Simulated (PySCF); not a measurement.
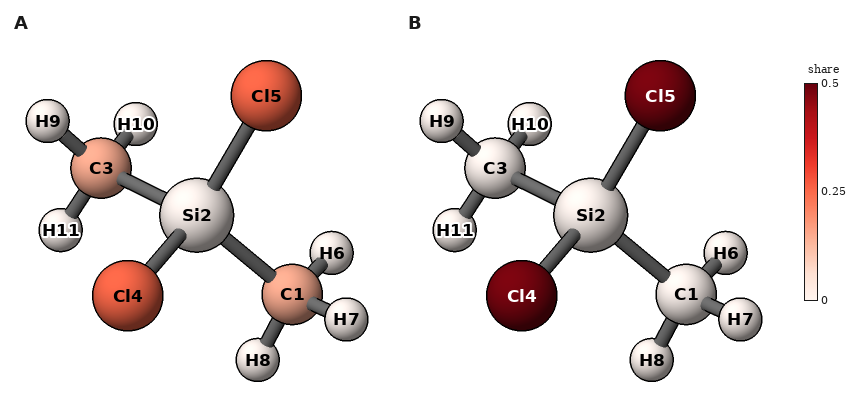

Each panel colours the atoms by their Löwdin share in one orbital (up to four of the largest shares; other atoms are shown as zero). The computed structure is the end point of a PBE0-D3(BJ)/def2-SVP optimisation. No frequency run is at hand to confirm it as a minimum. Computed with PBE0/def2-SVPD (PySCF 2.14.0).

The panels show the HOMO−1, HOMO, in some order. Which is which?

A: HOMO, −8.72 eV; Cl4 0.25, Cl5 0.25, C1 0.15, C3 0.14
B: HOMO−1, −9.02 eV; Cl4 0.48, Cl5 0.48
